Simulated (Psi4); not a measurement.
# GaH3F− ([GaFH3]-) at TPSS/aug-cc-pVDZ

Aim: the energy change on altering one bond length of GaH3F− ([GaFH3]-) at TPSS/aug-cc-pVDZ, from 2 runs. 

The results are computed with Psi4 1.11.

6 further runs of the same task are left out: 5 that didn't finish, 1 set aside as unsound or not needed.

**1. The system as given**

The species is GaH3F− (5 atoms), meant as a singlet with charge -1. As SMILES, `[H][Ga-]([H])([H])[F]`. The shape comes from GFN2-xTB, which is rough for such elements, and wasn't checked as a minimum.

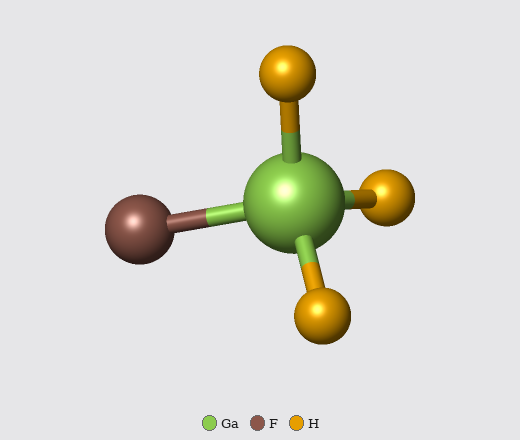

The structure, seen from a chosen angle (gallium green, fluorine brown, hydrogen amber).

**2. Energy and gradient at TPSS/aug-cc-pVDZ**

The input, fgah3.py:

```python
import psi4

psi4.set_memory('1600 MB')
psi4.set_num_threads(1)
psi4.core.set_output_file('psi4.out', False)

geom = psi4.geometry("""
-1 1
Ga    -0.001630     0.000950    -0.092090
F      0.012090    -0.018880     1.687450
H      1.487040     0.011700    -0.540050
H     -0.751680     1.294240    -0.514180
H     -0.745820    -1.288010    -0.541120
units angstrom
symmetry c1
no_reorient
no_com
""")

psi4.set_options(dict(puream=True, e_convergence=1e-09, d_convergence=1e-08, scf_type='pk', dft_radial_points=99, dft_spherical_points=590))

e_tot, wfn = psi4.gradient('tpss/aug-cc-pVDZ', return_wfn=True)
psi4.oeprop(wfn, 'LOWDIN_CHARGES', 'DIPOLE', 'QUADRUPOLE', title='TPSS')
print('gradient / Eh bohr^-1')
print(e_tot.np.round(6))
print(f'energy = {wfn.energy():.10f} Eh')
```

Started as:

```console
$ python fgah3.py
```

psi4.out:

```text
[...]
  Running in c1 symmetry.
[...]
  Nuclear repulsion =  120.580453360537604
[...]
  Multiplicity = 1
[...]
  Nalpha       = 22
  Nbeta        = 22
[...]
    Number of basis functions: 86
[...]
   @RKS iter   1: -2025.40175695547100   -2.43181e+00   1.58227e-02 ADIIS/DIIS
[...]
   @RKS iter  11: -2026.55413682502785   -1.45519e-11   9.40587e-09 DIIS
[...]
    Orbital Energies [Eh]
    ---------------------
    Doubly Occupied:
       1A   -371.370248     2A    -45.255580     3A    -40.024461
       4A    -40.024444     5A    -40.024442     6A    -24.158155
       7A     -5.102490     8A     -3.401985     9A     -3.399962
      10A     -3.399954    11A     -0.824822    12A     -0.505120
      13A     -0.505098    14A     -0.502315    15A     -0.500783
      16A     -0.500771    17A     -0.216157    18A     -0.112656
      19A     -0.111099    20A     -0.111069    21A     -0.042676
      22A     -0.042482
[...]
  @RKS Final Energy: -2026.55413682502785
   => Energetics <=
    Nuclear Repulsion Energy =            120.5804533605376037
    One-Electron Energy =               -3075.1122434983817584
    Two-Electron Energy =                1014.7965188028230159
    DFT Exchange-Correlation Energy =     -86.8188654900067434
    Empirical Dispersion Energy =           0.0000000000000000
    VV10 Nonlocal Energy =                  0.0000000000000000
    Total Energy =                      -2026.5541368250278538
[...]
  -Total Gradient:
     Atom            X                  Y                   Z
    ------   -----------------  -----------------  -----------------
       1       -0.000078355420    -0.000041461752     0.024139441872
       2       -0.000208179156     0.000433058313    -0.040691252511
       3       -0.017183705896    -0.000058040498     0.005651510517
       4        0.008889312726    -0.015174918480     0.005306273129
       5        0.008580914949     0.014841437723     0.005580648442
[...]
 Multipole Moments:
 ------------------------------------------------------------------------------------
     Multipole            Electronic (a.u.)      Nuclear  (a.u.)        Total (a.u.)
 ------------------------------------------------------------------------------------
 L = 1.  Multiply by 2.5417464519 to convert [e a0] to [Debye]
 Dipole X            :         -0.0970006            0.0903667           -0.0066339
 Dipole Y            :          0.2387232           -0.2315670            0.0071562
 Dipole Z            :        -20.8718368           20.2898193           -0.5820174
 Magnitude           :                                                    0.5820992
 L = 2.  Multiply by 1.3450342976 to convert [e a0^2] to [Debye ang]
 Quadrupole XX       :        -35.4696499           11.9057735          -23.5638764
 Quadrupole XY       :         -0.0148425            0.0109465           -0.0038960
[...]
```

Standard output:

```text
gradient / Eh bohr^-1
[[-7.8000e-05 -4.1000e-05  2.4139e-02]
 [-2.0800e-04  4.3300e-04 -4.0691e-02]
 [-1.7184e-02 -5.8000e-05  5.6520e-03]
 [ 8.8890e-03 -1.5175e-02  5.3060e-03]
 [ 8.5810e-03  1.4841e-02  5.5810e-03]]
energy = -2026.5541368250 Eh
```

Wall time 32 s (1 thread of AMD EPYC 9R45 (Zen 5), shared host); peak memory 1.1 GiB.

**3. The distorted shape: a single-point energy at TPSS/aug-cc-pVDZ**

The input, calc.py:

```python
import psi4

psi4.set_memory('1600 MB')
psi4.set_num_threads(1)
psi4.set_output_file('fgah3.out', False)

geom = psi4.geometry("""
-1 1
Ga    -1.192603    -0.007650     0.266289
F     -1.178883    -0.027480     2.045829
H      1.487040     0.011700    -0.540050
H     -1.942653     1.285640    -0.155801
H     -1.936793    -1.296610    -0.182741
symmetry c1
no_reorient
no_com
""")

options = {'basis': 'aug-cc-pVDZ', 'puream': True, 'e_convergence': 1e-09, 'd_convergence': 1e-08, 'scf_type': 'pk', 'dft_radial_points': 99, 'dft_spherical_points': 590}
psi4.set_options(options)

result = psi4.energy('TPSS')
print(f'TPSS energy: {result:.10f} Eh')
for k, v in sorted(psi4.core.scalar_variables().items()):
    print(f'{k:45s} {v:18.10f}')
```

Started as:

```console
$ python calc.py
```

fgah3.out:

```text
[...]
  Running in c1 symmetry.
[...]
  Nuclear repulsion =  115.267930336131272
[...]
  Multiplicity = 1
[...]
  Nalpha       = 22
  Nbeta        = 22
[...]
    Number of basis functions: 86
[...]
   @RKS iter   1: -2024.92734322855358   -2.17644e+00   1.57599e-02 DIIS/ADIIS
[...]
   @RKS iter  13: -2026.48908886203776    2.50111e-12   4.53415e-09 DIIS
[...]
    Orbital Energies [Eh]
    ---------------------
    Doubly Occupied:
       1A   -371.433860     2A    -45.316998     3A    -40.087556
       4A    -40.085461     5A    -40.085219     6A    -24.201782
       7A     -5.164627     8A     -3.465893     9A     -3.462261
      10A     -3.460029    11A     -0.866669    12A     -0.565579
      13A     -0.565539    14A     -0.562848    15A     -0.561365
      16A     -0.560281    17A     -0.246231    18A     -0.154250
      19A     -0.150982    20A     -0.138548    21A     -0.084680
      22A     -0.013508
[...]
  @RKS Final Energy: -2026.48908886203776
   => Energetics <=
    Nuclear Repulsion Energy =            115.2679303361312719
    One-Electron Energy =               -3062.2493136954717556
    Two-Electron Energy =                1007.1785103879365124
    DFT Exchange-Correlation Energy =     -86.6862158906339602
    Empirical Dispersion Energy =           0.0000000000000000
    VV10 Nonlocal Energy =                  0.0000000000000000
    Total Energy =                      -2026.4890888620377609
[...]
 Multipole Moments:
 ------------------------------------------------------------------------------------
     Multipole            Electronic (a.u.)      Nuclear  (a.u.)        Total (a.u.)
 ------------------------------------------------------------------------------------
 L = 1.  Multiply by 2.5417464519 to convert [e a0] to [Debye]
 Dipole X            :         94.6479158          -94.4353706            0.2125452
 Dipole Y            :          0.9235495           -0.9141361            0.0094134
 Dipole Z            :        -49.3987372           48.7338220           -0.6649152
 Magnitude           :                                                    0.6981234
[...]
```

Standard output:

```text
TPSS energy: -2026.4890888620 Eh
CURRENT ENERGY                                  -2026.4890888620
CURRENT REFERENCE ENERGY                        -2026.4890888620
DD SOLVATION ENERGY                                 0.0000000000
DFT FUNCTIONAL TOTAL ENERGY                     -2026.4890888620
DFT TOTAL ENERGY                                -2026.4890888620
DFT VV10 ENERGY                                     0.0000000000
DFT XC ENERGY                                     -86.6862158906
GRID ELECTRONS ALPHA                               22.0000000077
GRID ELECTRONS BETA                                22.0000000077
GRID ELECTRONS TOTAL                               44.0000000154
NUCLEAR REPULSION ENERGY                          115.2679303361
ONE-ELECTRON ENERGY                             -3062.2493136955
PCM POLARIZATION ENERGY                             0.0000000000
PE ENERGY                                           0.0000000000
SCF ITERATION ENERGY                            -2026.4890888620
SCF ITERATIONS                                     13.0000000000
SCF TOTAL ENERGY                                -2026.4890888620
TWO-ELECTRON ENERGY                              1007.1785103879
XC GRID RADIAL POINTS                              99.0000000000
XC GRID SPHERICAL POINTS                          590.0000000000
XC GRID TOTAL POINTS                           284486.0000000000
```

Wall time 22 s (1 thread of AMD EPYC 9R45 (Zen 5), shared host); peak memory 1.1 GiB.

**4. What came out**

At TPSS/aug-cc-pVDZ:

| quantity | value |
| --- | --- |
| first shape: total energy | -2026.55414 Eh |
| first shape: HOMO energy | -1.16 eV |
| first shape: LUMO energy | 3.08 eV |
| first shape: HOMO–LUMO gap (to an unbound level, set by the basis) | 4.24 eV |
| first shape: largest force on an atom | 2.093 eV/Å |
| distorted shape: total energy | -2026.48909 Eh |
| distorted shape: HOMO energy | -0.37 eV |
| distorted shape: LUMO energy | 2.59 eV |
| distorted shape: HOMO–LUMO gap (to an unbound level, set by the basis) | 2.96 eV |
| energy change with the Ga1–H3 bond stretched from 1.555 to 2.798 Å | 1.770 eV |

**Reading.** With the Ga1–H3 bond stretched from 1.555 to 2.798 Å the energy rises by 1.77 eV (41 kcal/mol). The first shape isn't relaxed at this level, so the change isn't measured from a minimum. The largest force (first shape) is 2.09 eV/Å: the shape isn't a stationary point for this species at this level.
